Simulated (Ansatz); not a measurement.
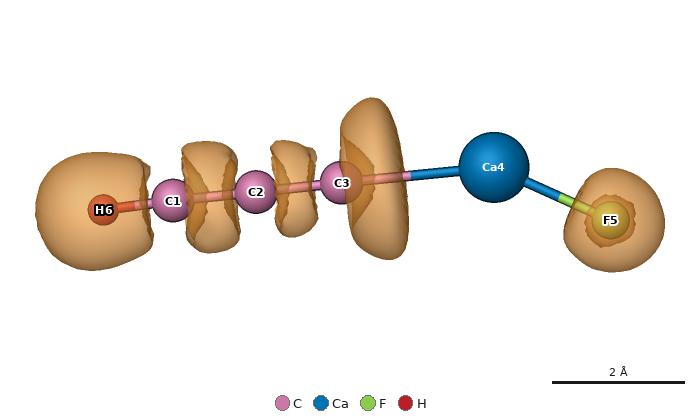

Figure. C₃HCaF (SMILES [CH]C#[C][Ca][F]) (triplet). Isosurface of the ELF at 0.75 (orange), seen across its widest extent. Only the valence region is drawn (cores and ρ < 0.01 e/Å³ removed).

Geometry: r2SCAN-D4/def2-SVP; ⟨S²⟩ = 2.07, above the pure value of 2.00.

These are results of isolated molecule in a Gaussian basis; Kohn-Sham density functional theory, functional PBE0 in Ansatz 0.2.0, not measurements.

```xyz
6

C     1.6489   -3.2350   -1.3137
C     1.2482   -2.5337   -0.3271
C     0.8385   -1.8173    0.6961
Ca    0.1014   -0.5262    2.5035
F    -0.7880    1.0881    3.1908
H     1.9735   -3.8017   -2.1659
```

**Describe the localisation domains.**

The surface consists of two regions between bonded C–C atoms (shared pairs), one region around a hydrogen nucleus, one lobe of the valence shell of C pointing towards Ca and one region wrapped around F (its valence shell). Along the contacts the grid gives the following. C–C (1.28 Å): the ELF peaks at about 0.90 between the atoms (a multiple bond). Ca–F (1.97 Å): the ELF is about 0.15 at the midpoint: an ionic contact with no shared pair.
